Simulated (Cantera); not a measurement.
Charge: 1 mol CuO, 0.62 mol CO, 0.31 mol H2, held at 2.20 mbar.

Equilibrium computed with Cantera from the NASA thermochemical tables; the gas is ideal and each condensed phase is pure. Candidate condensed phases: C, C6H6, C7H8, C8H18, Cu, CuO, Cu(OH)2, Cu2O, H2O; 113 gas species. Mutual solubility and eutectic melting of coexisting phases are not modelled. Rates play no part.

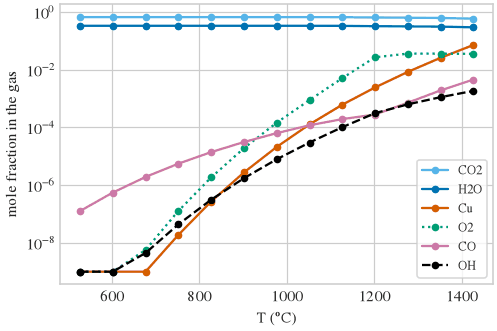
Fig. 1. Equilibrium gas composition (values under 1e-9 drawn at 1e-9)

### Question
Read off the mole fractions at 1052 °C.

### Answer
CO2 about 0.67, H2O about 0.33, O2 about 0.00089, Cu about 0.00013, CO about 0.00012, OH about 3.0e-5.
